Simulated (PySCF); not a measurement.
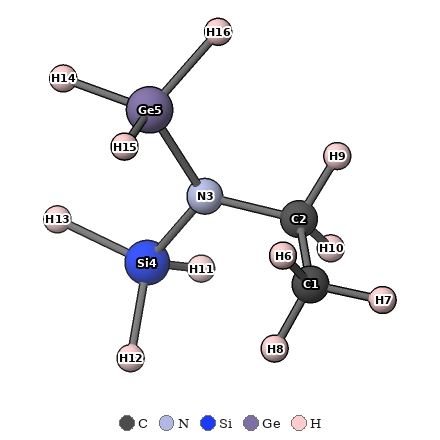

C₂H₁₁GeNSi, SMILES CC[N]([SiH3])[GeH3], singlet. Vertical core-electron binding energies by ΔSCF (SCAN, pcX-2 on the ionised atom, pcseg-1 elsewhere, spin-free X2C; PySCF 2.14.0, at a PBE0-D3(BJ)/def2-SVP geometry (no frequency check)), gas phase, against the vacuum level. One atom of each kind was ionised; within a panel, areas follow the number of like atoms and 2j + 1 (2p levels are split by first-order spin-orbit coupling, an approximation), each panel is scaled alone, Gaussians of 0.6 eV full width. Only the regions named are shown.

**Predict the Si 2p, C 1s and N 1s photoelectron lines.**

| level | atoms | binding energy (eV) |
| --- | --- | --- |
| Si 2p1/2 | Si4 | 107.4 |
| Si 2p3/2 | Si4 | 106.7 |
| C 1s | C2 | 291.5 |
| C 1s | C1 | 290.5 |
| N 1s | N3 | 403.7 |

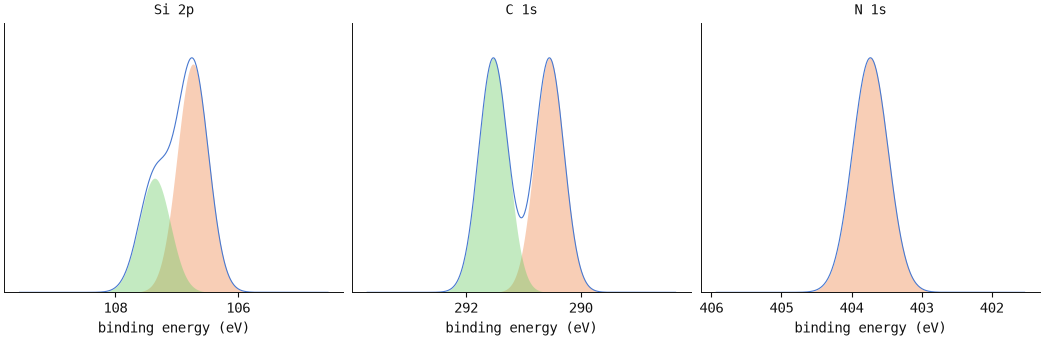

Note: one conformer of a flexible molecule.
